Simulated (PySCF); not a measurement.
# C5H6F2: the cost of one run

Computed with PySCF 2.14.0 and routines of our own; the level stands in each step. Atoms count from 0.

### Step 1. The starting structure

13 atoms, charge 0, multiplicity 1; geometry from: GFN2-xTB.

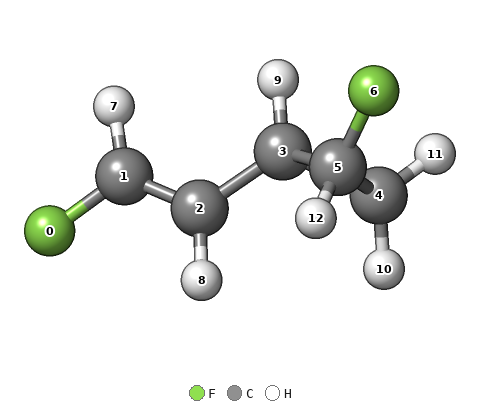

The starting geometry (fluorine green, carbon grey, hydrogen white).

### Step 2. Magnetic properties: GIAO CAM-B3LYP/pcSseg-1

What the job is given:

```
{"job": {"kind": "mag", "xc": "CAM-B3LYP", "basis": "pcSseg-1", "isotopologues": 2}, "charge": 0, "multiplicity": 1}
F      3.259876     0.195804    -0.950873
C      2.215626     0.347790    -0.120326
C      0.998063    -0.031850    -0.466319
C     -0.172132     0.114116     0.406873
C     -1.277934    -0.919585     0.370173
C     -1.510190     0.434232    -0.202002
F     -2.321802     1.289797     0.477536
H      2.504220     0.798744     0.817197
H      0.835891    -0.474132    -1.438637
H      0.028531     0.567998     1.368822
H     -1.185403    -1.748539    -0.313473
H     -1.764117    -1.161062     1.301892
H     -1.615017     0.587176    -1.268589
```

Method: GIAO CAM-B3LYP/pcSseg-1 magnetisability, rotational g tensor and spin-rotation constants, non-relativistic, gas phase.

Started as:

```console
$ OMP_NUM_THREADS=1 python excited_run.py task.json out
```

The driver reads the jobs from task.json and runs them one after another.

**Question.** How long does this first job take on 1 thread of Arm Neoverse N1, shared host, and how much memory does it need?

About 40 s, with a peak of 0.76 GiB.
